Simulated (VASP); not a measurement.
Band structure of BAs (space group P6_3mc). Calculation: PBEsol GGA with spin-orbit coupling, VASP's PBE PAW potentials (set 64) (plane waves; VASP 6.6.1).

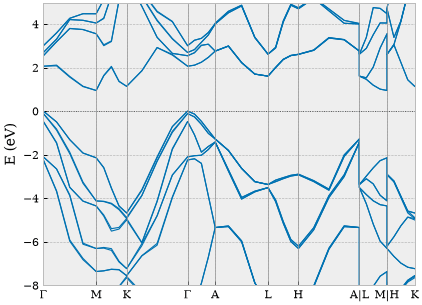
Fig. 1. Bands along high-symmetry lines, zero at the valence-band maximum or, without a gap, the Fermi level

**Question.** Read the plot: is there a gap, and where are the band edges?

**Answer.** The gap is indirect, 0.95 eV, from the valence maximum at Γ to the conduction minimum at M.

The structure comes from a computed database's BAs entry (P6_3mc); how it stands against other phases isn't given here. It was relaxed first.
